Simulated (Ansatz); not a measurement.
These are PBE (plane waves to 420 eV, PAW; Ansatz, a program for electronic structure) values and carry that method's errors.

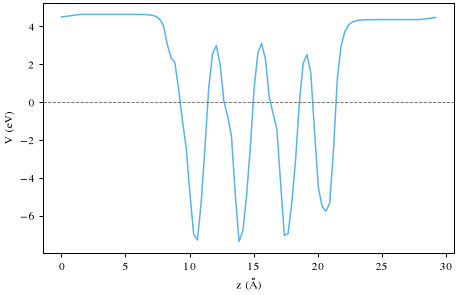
Figure: Planar average of the electrostatic potential across the slab, in eV from the highest filled level, for the (111)A surface of zinc-blende InAs, In-terminated, 2x2 In vacancy (bottom of the slab: 3 H on 4 bottom sites)

Model: 34-atom slab, 13.2 Å thick at the start with caps and adatoms (thin: gaps and levels are the slab's own), 3x3x1 mesh, Fermi-Dirac 0.025 eV, dipole correction, 8 atoms held, the rest relaxed; held to the start's symmetry, so lower structures may exist; no spin, no spin-orbit, no U. It is one candidate, not shown to be the stable structure of the face.

The vacuum level lies 4.36 eV above the highest filled level over the top face and 4.64 eV above it under the bottom face.
